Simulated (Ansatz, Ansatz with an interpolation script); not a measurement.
# Settings in Wannier-interpolated G0W0: Si3N4 (P6_3/m)

Aim: vary the Wannier model and the GW settings for Si3N4 (P6_3/m) and see what the interpolated bands lose.

Main program and level: Ansatz 0.2.0; maximally localised Wannier functions, LDA, plane waves, PAW; PAW set soft_1.

## (1) The structure

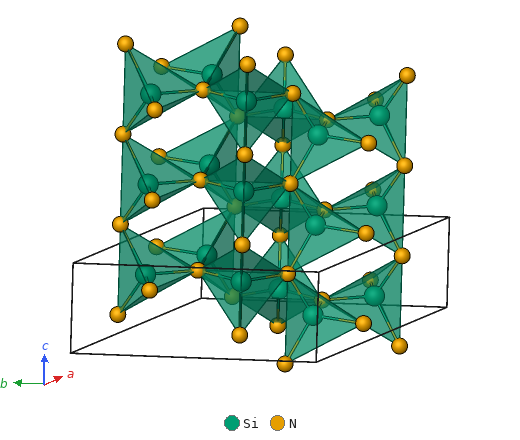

Start, viewed from a free direction; silicon teal, nitrogen orange. 1×1×3 cells are drawn. Some periodic images of atoms are drawn too.

As a file:

```xyz
14
Lattice="7.6044 0.0000 0.0000 -3.8022 6.5856 0.0000 0.0000 0.0000 2.9063" Properties=species:S:1:pos:R:3 pbc="T T T"
Si    5.1801    1.1496    0.7266
Si    1.5945    5.0609    2.1797
Si    4.0188    3.9113    0.7266
Si   -1.3779    5.4360    2.1797
Si    2.2077    1.5247    0.7266
Si   -0.2166    2.6743    2.1797
N    -1.0237    2.1748    0.7266
N     5.2091    0.2009    2.1797
N     2.4306    4.6116    0.7266
N     4.8259    4.4108    2.1797
N    -1.4069    6.3847    0.7266
N     1.3716    1.9740    2.1797
N     3.8022    2.1952    0.7266
N     0.0000    4.3904    2.1797
```

The cell and positions come from the Crystallography Open Database and are kept as given unless a step says otherwise.

## (2) Wannier model on 6×6×12

input.yaml reads:

```yaml
crystal:
  lattice:
    - [7.6044, 0.0, 0.0]
    - [-3.8022, 6.58560358, 0.0]
    - [0.0, 0.0, 2.9063]
  atoms:
    - { symbol: Si, position: [0.768477, 0.174557, 0.25] }
    - { symbol: Si, position: [0.59392, 0.768477, 0.75] }
    - { symbol: Si, position: [0.825443, 0.59392, 0.25] }
    - { symbol: Si, position: [0.231523, 0.825443, 0.75] }
    - { symbol: Si, position: [0.40608, 0.231523, 0.25] }
    - { symbol: Si, position: [0.174557, 0.40608, 0.75] }
    - { symbol: "N", position: [0.0305, 0.33024, 0.25] }
    - { symbol: "N", position: [0.70026, 0.0305, 0.75] }
    - { symbol: "N", position: [0.66976, 0.70026, 0.25] }
    - { symbol: "N", position: [0.9695, 0.66976, 0.75] }
    - { symbol: "N", position: [0.29974, 0.9695, 0.25] }
    - { symbol: "N", position: [0.33024, 0.29974, 0.75] }
    - { symbol: "N", position: [0.66666667, 0.33333333, 0.25] }
    - { symbol: "N", position: [0.33333333, 0.66666667, 0.75] }
kpoints:
  mp_grid: { grid: [3, 3, 6] }
hamiltonian:
  xc: lda
  pseudopotentials: { kind: paw, azcp: { folder: soft_1 }, xc_functional: pbe }
scf:
  occupations: { method: fixed }
  n_extra_bands: 77
output:
  wannier:
    kmesh: [6, 6, 12]
    projections:
      - { species: "N", l: p, shell: 2 }
      - { species: Si, l: s, shell: 3 }
      - { species: Si, l: p, shell: 3 }
    minimise: true
    write_hr: true
    seedname: w
    conv_tol: 1.0e-06
    max_iter: 20000
    stability_check: false
    disentanglement:
      window: [-1.97, 21.4]
      frozen_window: [-1.97, 15.17]
      conv_tol: 1.0e-08
```

Launch:

```bash
ansatz run input.yaml --threads 3 --pin off --max-ram 92160MiB --backend cuda --events-out ev --progress --plain --runs-dir out --devices 1 --max-vram 13GiB
```

Numbers of over 12 decimals in the logs are rounded to 6 here.

The log of the run:

```text
scf.n_extra_bands = 77 over 32 filled bands (N_el = 64.0): the run solves 109 bands
GPUs: using 1 of 1 available (devices: 1).
Engine: ansatz 0.2.0, x86_64-unknown-linux-gnu
Pseudopotentials: kind: paw
Pseudopotential: Si, paw, valence charge 4, recommended cutoff 420 eV (normal), soft_1/Si.paw.azcp
Pseudopotential: N, paw, valence charge 5, recommended cutoff 420 eV (normal), soft_1/N.paw.azcp
Functional definition: SPW92
  exchange = slater_x
  correlation = pw_c
device memory: the entry about to start is reckoned to put 4.4 GiB on a device that reports 73.2 GiB free (of which the cap on the GPU budget leaves the run 13.0 GiB)
GPU FFT provider: cuFFT
GPU libraries: cuBLAS 13.8.2, cuFFT 12.4.0, cuSOLVER 12.3.4
Crystal: 14 atoms, lattice volume = 145.546 Å³
Basis set: ecut = 420 eV, 2823 PW (Γ)
Bands: 109, of which v1, the nominal top of the filled ones, is band 32 counted from 1 (31 counted from 0)
Symmetry: 12 space group operations
Space group: P63/m (ITA 176), of the structure as read, at distance tolerance 5.3e-5 Å
k-points: 12 of 54
Non-local potential: Si, projectors of the file, l = 0: 2, l = 1: 2, l = 2: 1
Non-local potential: N, projectors of the file, l = 0: 2, l = 1: 2, l = 2: 1
PAW form: soft (Blöchl's): semilocal exchange-correlation on the pseudo side does not see the compensation charge
PAW frozen core: Si, regenerated for the run's functional, and the local potential with it (the file was generated under x = pbe(κ = 0.804, μ = 0.219515), c = pbe(β = 0.066725))
PAW frozen core: N, regenerated for the run's functional, and the local potential with it (the file was generated under x = pbe(κ = 0.804, μ = 0.219515), c = pbe(β = 0.066725))
PAW one-centre angular grid: Si, 110 points (default); XC on 64 Gauss nodes
PAW one-centre angular grid: N, 110 points (default); XC on 64 Gauss nodes
Initial density: superposition of atomic densities (chi_scale 0.1, normalization cell, long waves kept (reshape's long-wave potential 0.02 eV rms))
Initial wavefunctions: pseudopotential atomic-orbital guess
GPU buffer pool allocated for 58320 grid points (all kernels)
GPU transforms: local potential and band sums: pruned to the plane-wave sphere, on 54×54×20
Functional: x = slater, c = lda
SCF iter   1: F=—  HF=-6672.207786 eV  |F-HF|=—  |Δ(HF+E_count)|=         —  Δρ=1.52e-1  dr2=3.51e1  ethr=3.10e-3  ⟨swp⟩=4.1  Hψ=4800  notcnv=0  defer=882
preconditioner: auto → Resta (q_TF=auto, 2.379 Å⁻¹)  ε∞=1.9  [insulator: Δε(μ)=6.075 eV  Ē_g=26.011 eV  n_scr=32 (ndim 8)  ℏωp=24.6 eV  f_vac=0.009  ε∞_Penn≈1.9]
SCF iter   2: F=—  HF=-6661.163805 eV  |F-HF|=—  |Δ(HF+E_count)|=    1.10e1  Δρ=5.09e-2  dr2=1.55e0  ethr=3.10e-3  ⟨swp⟩=2.8  Hψ=1985  notcnv=0  defer=885
SCF iter   3: F=—  HF=-6660.800677 eV  |F-HF|=—  |Δ(HF+E_count)|=   3.63e-1  Δρ=2.36e-2  dr2=4.08e-1  ethr=2.43e-3  ⟨swp⟩=1.0  Hψ=1512  notcnv=0  defer=861
SCF iter   4: F=—  HF=-6660.705629 eV  |F-HF|=—  |Δ(HF+E_count)|=   9.50e-2  Δρ=6.97e-3  dr2=3.83e-2  ethr=6.38e-4  ⟨swp⟩=1.9  Hψ=480  notcnv=0  defer=894
SCF iter   5: F=—  HF=-6660.697152 eV  |F-HF|=—  |Δ(HF+E_count)|=   8.48e-3  Δρ=1.16e-3  dr2=1.73e-3  ethr=5.98e-5  ⟨swp⟩=2.5  Hψ=768  notcnv=0  defer=894
SCF iter   6: F=—  HF=-6660.696903 eV  |F-HF|=—  |Δ(HF+E_count)|=   2.48e-4  Δρ=1.43e-4  dr2=3.05e-5  ethr=2.70e-6  ⟨swp⟩=2.2  Hψ=755  notcnv=0  defer=883
SCF iter   7: F=—  HF=-6660.696998 eV  |F-HF|=—  |Δ(HF+E_count)|=   9.48e-5  Δρ=2.52e-5  dr2=9.30e-7  ethr=4.77e-8  ⟨swp⟩=1.9  Hψ=1133  notcnv=0  defer=853
SCF iter   8: F=-6660.696998 eV  HF=-6660.696998 eV  |F-HF|=1.62e-8  |Δ(HF+E_count)|=   2.57e-7  Δρ=5.35e-6  dr2=8.33e-8  ethr=1.56e-10  ⟨swp⟩=14.1  Hψ=10531  notcnv=0
SCF 1 converged in 8 iterations: F = -6660.696998 eV  dr2 = 8.33e-8
[...]
device memory: the entry about to start is reckoned to put 5.4 GiB (of the 5.5 GiB reckoned in all, the device holds 0.1 GiB already) on a device that reports 73.2 GiB free (of which the cap on the GPU budget leaves the run 12.9 GiB)
NSCF: frozen V_eff on 12 k-points
[...]
device memory: the entry about to start is reckoned to put 4.3 GiB on a device that reports 73.3 GiB free (of which the cap on the GPU budget leaves the run 13.0 GiB)
NSCF: frozen V_eff on 59 k-points
the Wannier pass solved 59 of the 432 points of its mesh, and has the states at the others by symmetry: states obtained by the crystal's operations at points that were solved too leave a residual of 4.06e-13 eV (read by the count's bands and the next), within 8.33e-6 eV
SCF converged after 8 iterations
Free energy (F): -6660.696998 eV
Harris-Foulkes:  -6660.696998 eV  (|F-HF|=1.62e-8)
Internal energy: -6660.696998 eV  (E = F + TS)
E sigma→0 (E₀):  -6660.696998 eV
Fermi energy:    8.017500 eV
--- Per-component energies (eV) ---
  E_band       = 47.495308
  E_kinetic    = 1330.349358
  E_local      = -2036.435969  (includes V_loc(G=0)·N_el)
  E_nonlocal   = 422.714044
  E_hartree    = 711.825460
  E_xc         = -819.100556
  E_vxc        = -904.558457  (∫ρ·V_xc dr)
  E_paw        = -3866.250435  (= ΣΔE_a)
  E_vpaw       = -188.227656  (= ΣTr[D̂ρ^β])
  E_aug_tail   = 0.007131  (compensation charges beyond the density's cutoff)
  E_ewald      = -2404.952369
  E_core_change = 1.146337  (= ΣΔE_core)
  E_smearing   = -0.000000  (= −TS)
  E_closure    = -0.000000  (closes the sum)
  Σ components = -6660.696998   (vs F -6660.696998, Δ=0.00e0)
--- Band table (eV; the first three rows and the last of 12) ---
  k-point 0: bands = [... 28 lower, 6.7039, 7.5443, 7.6170, 7.8154, 12.1676, 12.6132, 12.7718, 12.7718, ... 73 higher]
  k-point 1: bands = [... 28 lower, 6.7300, 6.7300, 6.8508, 8.0175, 13.5359, 13.8384, 13.8384, 14.0167, ... 73 higher]
  k-point 2: bands = [... 28 lower, 6.2867, 6.5503, 6.5503, 7.6739, 12.9119, 12.9119, 13.8192, 13.8192, ... 73 higher]
  k-point 11: bands = [... 28 lower, 6.5827, 6.5827, 6.8822, 6.8822, 12.8919, 12.8919, 13.6687, 13.6687, ... 73 higher]
```

Run time: 21 s. Hardware: 1 × NVIDIA H100 80GB HBM3 (shared by 6 runs) with 3 threads of AMD EPYC 7R13 (Zen 3), shared host; peak memory 1.8 GiB.

Reading the cycles: dr2 is the Hartree energy of the density residual (eV), the measure of convergence; HF is the Harris–Foulkes estimate of the energy, which meets the free energy F at convergence.

The run ended with an error after its SCF cycle had converged; no result of it is taken.

## (3) Wannier model on 6×6×12

Localised functions give a small Hamiltonian that interpolates between mesh points at no cost.

input.yaml, as its differences from that of step 2:

```diff
@@ -42,4 +42,4 @@
     disentanglement:
-      window: [-1.97, 21.4]
-      frozen_window: [-1.97, 15.17]
+      window: [-1.97, 26.47]
+      frozen_window: [-1.97, 16.17]
       conv_tol: 1.0e-08
```

The log of the run:

```text
[...]
GPUs: using 1 of 1 available (devices: 1).
[...]
GPU FFT provider: cuFFT
GPU libraries: cuBLAS 13.8.2, cuFFT 12.4.0, cuSOLVER 12.3.4
Crystal: 14 atoms, lattice volume = 145.546 Å³
Basis set: ecut = 420 eV, 2823 PW (Γ)
Bands: 109, of which v1, the nominal top of the filled ones, is band 32 counted from 1 (31 counted from 0)
Symmetry: 12 space group operations
[...]
k-points: 12 of 54
[...]
GPU buffer pool allocated for 58320 grid points (all kernels)
[...]
SCF iter   1: F=—  HF=-6672.207786 eV  |F-HF|=—  |Δ(HF+E_count)|=         —  Δρ=1.52e-1  dr2=3.51e1  ethr=3.10e-3  ⟨swp⟩=4.1  Hψ=4800  notcnv=0  defer=882
[...]
SCF iter   8: F=-6660.696998 eV  HF=-6660.696998 eV  |F-HF|=1.62e-8  |Δ(HF+E_count)|=   2.57e-7  Δρ=5.35e-6  dr2=8.33e-8  ethr=1.56e-10  ⟨swp⟩=14.1  Hψ=10531  notcnv=0
SCF 1 converged in 8 iterations: F = -6660.696998 eV  dr2 = 8.33e-8
[...]
NSCF: frozen V_eff on 12 k-points
[...]
SCF converged after 8 iterations
Free energy (F): -6660.696998 eV
[...]
Internal energy: -6660.696998 eV  (E = F + TS)
E sigma→0 (E₀):  -6660.696998 eV
Fermi energy:    8.017500 eV
[...]
--- Band table (eV; the first three rows and the last of 12) ---
  k-point 0: bands = [... 28 lower, 6.7039, 7.5443, 7.6170, 7.8154, 12.1676, 12.6132, 12.7718, 12.7718, ... 73 higher]
  k-point 1: bands = [... 28 lower, 6.7300, 6.7300, 6.8508, 8.0175, 13.5359, 13.8384, 13.8384, 14.0167, ... 73 higher]
  k-point 2: bands = [... 28 lower, 6.2867, 6.5503, 6.5503, 7.6739, 12.9119, 12.9119, 13.8192, 13.8192, ... 73 higher]
  k-point 11: bands = [... 28 lower, 6.5827, 6.5827, 6.8822, 6.8822, 12.8919, 12.8919, 13.6687, 13.6687, ... 73 higher]
Wannier search: line search 1 of at most 20000: gauge-dependent spread (as the search counts it) 26.4429154 Å², largest recent change 2.4e0 Å² against conv_tol 1.0e-6 Å², 0 stops escaped
[...]
```

Run time: 41 s. Hardware: 1 × NVIDIA H100 80GB HBM3 (shared by 6 runs) with 3 threads; peak memory 2.1 GiB; 49 s of CPU time.

This step gave:

```yaml
gauge_invariant_spread: 58.70 Å²
diagonal_spread: 0.1125 Å²
off_diagonal_spread: 10.21 Å²
total_spread: 69.02 Å²
least_projectability: 0.1406
localisation_steps: 192
disentanglement_steps: 346
r_m_s_interpolation_error: 9.16e-4 eV
r_m_s_error_near_the_gap: 0.001320 eV
```

Near the gap the model misses directly solved bands by 1.3 meV r.m.s. and by 20 meV at most in the window tested. This tests the starting bands, not the corrections carried with them.

Frozen up to 8.15 eV; above it the model need not follow the bands. Electronic bands along the path, in eV, zero at the valence-band top:

```csv
point,band 29,band 30,band 31,band 32,band 33,band 34,band 35,band 36
Γ,-1.31,-0.47,-0.40,-0.20,4.15,4.60,4.75,4.75
M,-1.38,-0.79,-0.34,-0.26,4.47,4.56,4.71,5.15
K,-1.16,-1.16,-0.29,-0.29,4.55,4.69,4.69,5.42
Γ,-1.31,-0.47,-0.40,-0.20,4.15,4.60,4.75,4.75
A,-1.65,-1.65,-1.38,-1.38,4.54,4.54,4.54,4.54
L,-1.53,-1.53,-1.07,-1.07,4.64,4.64,5.67,5.67
H,-1.43,-1.43,-1.14,-1.14,4.87,4.87,5.65,5.65
A,-1.65,-1.65,-1.38,-1.38,4.54,4.54,4.54,4.54
jump to L,-1.53,-1.53,-1.07,-1.07,4.64,4.64,5.67,5.67
M,-1.38,-0.79,-0.34,-0.26,4.47,4.56,4.71,5.15
jump to H,-1.43,-1.43,-1.14,-1.14,4.87,4.87,5.65,5.65
K,-1.16,-1.16,-0.29,-0.29,4.55,4.69,4.69,5.42
```

The same for Kohn-Sham, solved directly:

```csv
point,band 29,band 30,band 31,band 32,band 33,band 34,band 35,band 36
Γ,-1.31,-0.47,-0.40,-0.20,4.15,4.60,4.75,4.75
M,-1.38,-0.79,-0.34,-0.26,4.47,4.56,4.71,5.15
K,-1.16,-1.16,-0.29,-0.29,4.55,4.69,4.69,5.42
Γ,-1.31,-0.47,-0.40,-0.20,4.15,4.60,4.75,4.75
A,-1.65,-1.65,-1.38,-1.38,4.54,4.54,4.54,4.54
L,-1.53,-1.53,-1.07,-1.07,4.64,4.64,5.67,5.67
H,-1.43,-1.43,-1.14,-1.14,4.87,4.87,5.65,5.65
A,-1.65,-1.65,-1.38,-1.38,4.54,4.54,4.54,4.54
L,-1.53,-1.53,-1.07,-1.07,4.64,4.64,5.67,5.67
M,-1.38,-0.79,-0.34,-0.26,4.47,4.56,4.71,5.15
H,-1.43,-1.43,-1.14,-1.14,4.87,4.87,5.65,5.65
K,-1.16,-1.16,-0.29,-0.29,4.55,4.69,4.69,5.42
```

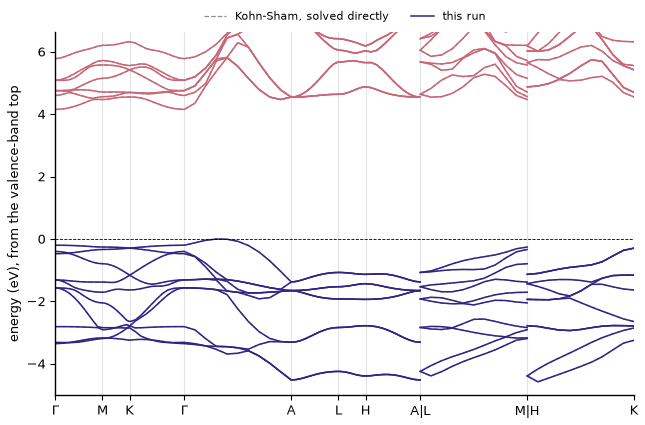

Electronic bands along the path; lines of filled and empty bands in two colours; dashed: Kohn-Sham, solved directly.

## (4) Wannier model on 3×3×6

input.yaml, as its differences from that of step 3:

```diff
@@ -30,3 +30,3 @@
   wannier:
-    kmesh: [6, 6, 12]
+    kmesh: [3, 3, 6]
     projections:
```

The log of the run:

```text
[...]
GPUs: using 1 of 1 available (devices: 1).
[...]
GPU FFT provider: cuFFT
GPU libraries: cuBLAS 13.8.2, cuFFT 12.4.0, cuSOLVER 12.3.4
Crystal: 14 atoms, lattice volume = 145.546 Å³
Basis set: ecut = 420 eV, 2823 PW (Γ)
Bands: 109, of which v1, the nominal top of the filled ones, is band 32 counted from 1 (31 counted from 0)
Symmetry: 12 space group operations
[...]
k-points: 12 of 54
[...]
GPU buffer pool allocated for 58320 grid points (all kernels)
[...]
SCF iter   1: F=—  HF=-6672.207786 eV  |F-HF|=—  |Δ(HF+E_count)|=         —  Δρ=1.52e-1  dr2=3.51e1  ethr=3.10e-3  ⟨swp⟩=4.1  Hψ=4800  notcnv=0  defer=882
[...]
SCF iter   8: F=-6660.696998 eV  HF=-6660.696998 eV  |F-HF|=1.62e-8  |Δ(HF+E_count)|=   2.57e-7  Δρ=5.35e-6  dr2=8.33e-8  ethr=1.56e-10  ⟨swp⟩=14.1  Hψ=10531  notcnv=0
SCF 1 converged in 8 iterations: F = -6660.696998 eV  dr2 = 8.33e-8
[...]
SCF converged after 8 iterations
Free energy (F): -6660.696998 eV
[...]
Internal energy: -6660.696998 eV  (E = F + TS)
E sigma→0 (E₀):  -6660.696998 eV
Fermi energy:    8.017500 eV
[...]
--- Band table (eV; the first three rows and the last of 12) ---
  k-point 0: bands = [... 28 lower, 6.7039, 7.5443, 7.6170, 7.8154, 12.1676, 12.6132, 12.7718, 12.7718, ... 73 higher]
  k-point 1: bands = [... 28 lower, 6.7300, 6.7300, 6.8508, 8.0175, 13.5359, 13.8384, 13.8384, 14.0167, ... 73 higher]
  k-point 2: bands = [... 28 lower, 6.2867, 6.5503, 6.5503, 7.6739, 12.9119, 12.9119, 13.8192, 13.8192, ... 73 higher]
  k-point 11: bands = [... 28 lower, 6.5827, 6.5827, 6.8822, 6.8822, 12.8919, 12.8919, 13.6687, 13.6687, ... 73 higher]
[...]
WARN: <dir> 168 periodic images of 156 elements of H(R) lie 4.88e-4 to 1.95e-3 Å beyond their element's nearest image, near the 9.77e-4 Å window within which an element is shared among its images; whether they share it moves the interpolated H(k) by 3.7e-3 eV (Frobenius norm, root mean square over the Brillouin zone); at the model's own mesh points H(k) does not change
```

Wall time 34 s (1 × NVIDIA H100 80GB HBM3 (shared by 6 runs) with 3 threads); peak memory 1.1 GiB.

Numbers from this step:

- gauge-invariant spread: 55.21 Å²
- diagonal spread: 0.05447 Å²
- off-diagonal spread: 4.512 Å²
- total spread: 59.78 Å²
- least projectability: 0.1408
- localisation steps: 2847
- disentanglement steps: 109
- r.m.s. interpolation error: 0.005961 eV
- r.m.s. error near the gap: 0.008421 eV

Near the gap the model misses directly solved bands by 8.4 meV r.m.s. and by 80 meV at most in the window tested. This tests the starting bands, not the corrections carried with them.

Frozen up to 8.15 eV; above it the model need not follow the bands. The electronic bands at the labelled points (eV, zero at the valence-band top; v1 is the highest filled band, c1 the lowest empty one):

```
    point     v4     v3     v2     v1    c1    c2    c3    c4
        Γ  -1.31  -0.47  -0.40  -0.20  4.15  4.60  4.75  4.75
        M  -1.38  -0.80  -0.34  -0.26  4.47  4.56  4.71  5.13
        K  -1.16  -1.16  -0.29  -0.29  4.55  4.69  4.69  5.42
        Γ  -1.31  -0.47  -0.40  -0.20  4.15  4.60  4.75  4.75
        A  -1.65  -1.65  -1.38  -1.38  4.54  4.54  4.54  4.54
        L  -1.53  -1.53  -1.08  -1.08  4.64  4.64  5.68  5.68
        H  -1.43  -1.43  -1.14  -1.14  4.87  4.87  5.65  5.65
        A  -1.65  -1.65  -1.38  -1.38  4.54  4.54  4.54  4.54
jump to L  -1.53  -1.53  -1.08  -1.08  4.64  4.64  5.68  5.68
        M  -1.38  -0.80  -0.34  -0.26  4.47  4.56  4.71  5.13
jump to H  -1.43  -1.43  -1.14  -1.14  4.87  4.87  5.65  5.65
        K  -1.16  -1.16  -0.29  -0.29  4.55  4.69  4.69  5.42
```

The same for Kohn-Sham, solved directly:

| point | v4 | v3 | v2 | v1 | c1 | c2 | c3 | c4 |
| --- | --- | --- | --- | --- | --- | --- | --- | --- |
| Γ | -1.31 | -0.47 | -0.40 | -0.20 | 4.15 | 4.60 | 4.75 | 4.75 |
| M | -1.38 | -0.79 | -0.34 | -0.26 | 4.47 | 4.56 | 4.71 | 5.15 |
| K | -1.16 | -1.16 | -0.29 | -0.29 | 4.55 | 4.69 | 4.69 | 5.42 |
| Γ | -1.31 | -0.47 | -0.40 | -0.20 | 4.15 | 4.60 | 4.75 | 4.75 |
| A | -1.65 | -1.65 | -1.38 | -1.38 | 4.54 | 4.54 | 4.54 | 4.54 |
| L | -1.53 | -1.53 | -1.07 | -1.07 | 4.64 | 4.64 | 5.67 | 5.67 |
| H | -1.43 | -1.43 | -1.14 | -1.14 | 4.87 | 4.87 | 5.65 | 5.65 |
| A | -1.65 | -1.65 | -1.38 | -1.38 | 4.54 | 4.54 | 4.54 | 4.54 |
| L | -1.53 | -1.53 | -1.07 | -1.07 | 4.64 | 4.64 | 5.67 | 5.67 |
| M | -1.38 | -0.79 | -0.34 | -0.26 | 4.47 | 4.56 | 4.71 | 5.15 |
| H | -1.43 | -1.43 | -1.14 | -1.14 | 4.87 | 4.87 | 5.65 | 5.65 |
| K | -1.16 | -1.16 | -0.29 | -0.29 | 4.55 | 4.69 | 4.69 | 5.42 |

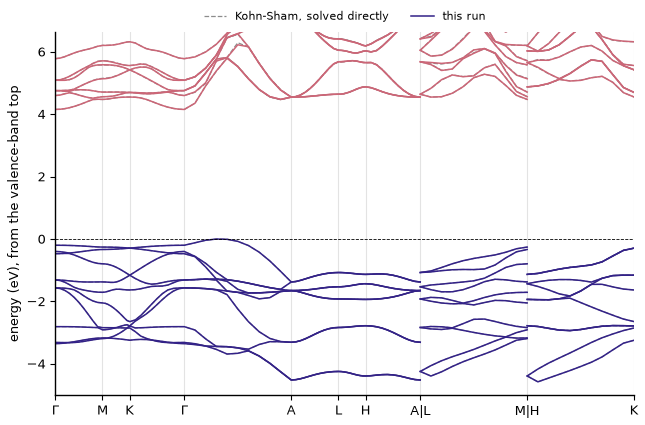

Electronic bands along the path; lines of filled and empty bands in two colours; dashed: Kohn-Sham, solved directly.

(Continued in part 2 of 2.)

[Paths, hosts, dates, memory and timing lines, banners, echoed tables and standing remarks are left out of the program output.]

[Logs are printed without paths, hosts, clocks, repeated set-up lines and the standing remarks that a program may print on its own settings, such as how far it seeks lower states.]

[Runs of the session that timed out or met a known fault of the program may be left out.]

[Hosts, paths, dates, database ids (printed as entryN), source tags and the programs' standing remarks are cut or masked in the printed files.]
